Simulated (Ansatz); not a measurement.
# NO+ (nitrosonium): CCSDT(Q)/ANO-RCC-VDZP (sfX2C, accuracy low)

Aim: the vertical ionisation energy of NO+ (nitrosonium) at CCSDT(Q)/ANO-RCC-VDZP (sfX2C, accuracy low), from 2 runs. 

Program for the calculation: Ansatz 0.2.0.

5 further runs of the same task are left out: 2 that didn't finish, 3 set aside as unsound or not needed.

## Step 1: The structure to begin with

The species is NO+ (2 atoms), meant as a singlet with charge +1. As SMILES, `N#[O+]`. Geometry: the measured bond length.

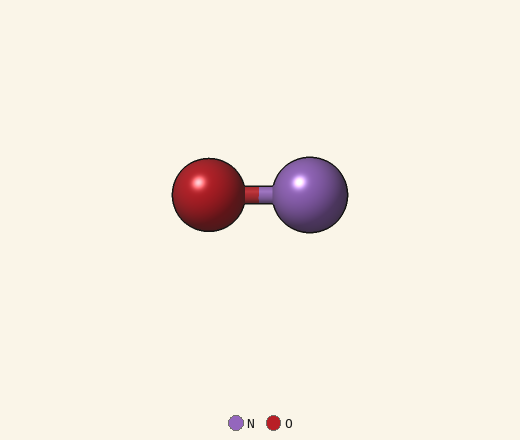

Viewed from a chosen angle; nitrogen purple, oxygen red.

## Step 2: The energy at CCSDT(Q)/ANO-RCC-VDZP (sfX2C, accuracy low)

The input, input.yaml:

```yaml
crystal:
  periodic: [false, false, false]
  atoms:
    - {symbol: "N", position_ang: [0.000000, 0.000000, 0.000000]}
    - {symbol: O, position_ang: [0.000000, 0.000000, 1.063220]}
basis:
  gaussian:
    orbitals: ANO-RCC-VDZP.json
    symmetry_tolerance_ang: 0.001
hamiltonian:
  pseudopotentials:
    relativity: scalar
accuracy: low
total_charge: 1
correlation:
  method: ccsdt_q
  frozen_orbitals: {"N": 1, O: 1}
  diis_vectors: 3
scf:
  lower_state_search: light
```

The basis set ANO-RCC-VDZP is read from a file made from the Basis Set Exchange's data (not shown).

Run with:

```sh
ansatz run input.yaml --threads 1 --pin off --max-ram 2610MiB --events-out events.jsonl --progress --plain --runs-dir runs
```

The program printed (excerpt; [...] marks lines left out):

```text
Warning: RAYON_NUM_THREADS=1 ignored (pool sized by the plan → 1); use --threads N
Functional definition: HF
  name "HF"
[...]
557 factors; integrals over basis functions are off by at most 2.0e-7 eV
[...]
mean field -3511.45086388 eV, -129.0434391006 hartree, gradient 2.1e-6 eV, S^2 0.000000; 0 other end points of the search recorded, 0 dependent functions left out
2 core orbitals not correlated: weight in the atoms' cores, before any rotation towards them, 1.000 or more for the frozen orbitals, at most 0.000 for the correlated occupied ones
reference -3511.45086388 eV, -129.0434391006 hartree; 5, 5 occupied and 21, 21 virtual orbitals, 557 factors
second order -9.13163455 eV of doubles, -0.00000000 eV of singles
cycle   1  -8.58069106 eV  change    5.5e-1 eV  update   1.1e-1
[...]
cycle  15  -9.44641481 eV  change   -1.8e-7 eV  update   2.5e-7
perturbative correction -0.05666176 eV, -0.0020822814 hartree
Total energy: -3520.95394045 eV, -129.3926707234 hartree
Relativity: scalar
```

It took 1.9 s on 1 thread of Arm Neoverse V2, shared host.

## Step 3: Doublet [NO]2+ at the same level

Edit input.yaml of step 2 so:

```diff
@@ -9,2 +9,6 @@
     symmetry_tolerance_ang: 0.001
+total_charge: 2
+magnetization:
+  spin_polarized: false
+  initial_magnetization: 1
 hamiltonian:
@@ -12,4 +16,2 @@
     relativity: scalar
-accuracy: low
-total_charge: 1
 correlation:
@@ -18,2 +20,3 @@
   diis_vectors: 3
+accuracy: low
 scf:
```

The basis set ANO-RCC-VDZP is read from a file made from the Basis Set Exchange's data (not shown).

Run with:

```sh
ansatz run input.yaml --threads 1 --pin off --max-ram 2610MiB --events-out events.jsonl --progress --plain --runs-dir runs
```

The program printed (excerpt; [...] marks lines left out):

```text
Warning: RAYON_NUM_THREADS=1 ignored (pool sized by the plan → 1); use --threads N
[... 2 set-up lines as earlier in the session ...]
[...]
556 factors; integrals over basis functions are off by at most 2.1e-7 eV
[...]
mean field -3482.28107696 eV, -127.9714692035 hartree, gradient 2.1e-6 eV, S^2 0.750000; 3 other end points of the search recorded, 0 dependent functions left out
[...]
determinant -3482.28107696 eV, -127.9714692035 hartree, with singles and doubles -3491.47875616 eV, -128.3094776796 hartree
determinant -3481.62158117 eV, -127.9472331801 hartree, with singles and doubles -3489.16676530 eV, -128.2245135827 hartree
unrestricted determinant -3483.38463606 eV, -128.0120242522 hartree, S^2 1.4342
2 core orbitals not correlated: weight in the atoms' cores, before any rotation towards them, 1.000 or more for the frozen orbitals, at most 0.000 for the correlated occupied ones
reference -3482.28107696 eV, -127.9714692035 hartree; 5, 4 occupied and 21, 22 virtual orbitals, 556 factors
second order -9.12982287 eV of doubles, -0.08675816 eV of singles
cycle   1  -8.36212836 eV  change    8.6e-1 eV  update   1.4e-1
[...]
cycle  26  -9.62507638 eV  change   -7.1e-7 eV  update   2.7e-7
perturbative correction -0.07954356 eV, -0.0029231719 hartree
Total energy: -3491.98569690 eV, -128.3281074082 hartree
Relativity: scalar
```

Wall time 6.6 s (1 thread of Arm Neoverse V2, shared host); peak memory 0.16 GiB.

## Step 4: Outcome

At CCSDT(Q)/ANO-RCC-VDZP (sfX2C, accuracy low), 2 core orbitals frozen:

```
                                                   quantity          value
                                  singlet NO+: total energy  -129.39267 Eh
   singlet NO+: correlation energy (2 core orbitals frozen)     -349.2 mEh
                                 singlet NO+: T1 diagnostic          0.015
                               doublet [NO]2+: total energy  -128.32811 Eh
doublet [NO]2+: correlation energy (2 core orbitals frozen)     -356.6 mEh
          doublet [NO]2+: ⟨S²⟩ of the reference determinant          0.750
                              doublet [NO]2+: T1 diagnostic          0.046
       vertical ionisation energy (to the doublet dication)      28.968 eV
```

What this shows: Removing an electron at fixed nuclei costs 28.97 eV (2795 kJ/mol). The accuracy setting (singlet NO+) is loose, so the last digits carry no meaning. The T1 diagnostic (doublet [NO]2+) of 0.046 is above the customary mark for such species, so a single reference may not serve. The accuracy setting (doublet [NO]2+) is loose, so the last digits carry no meaning.
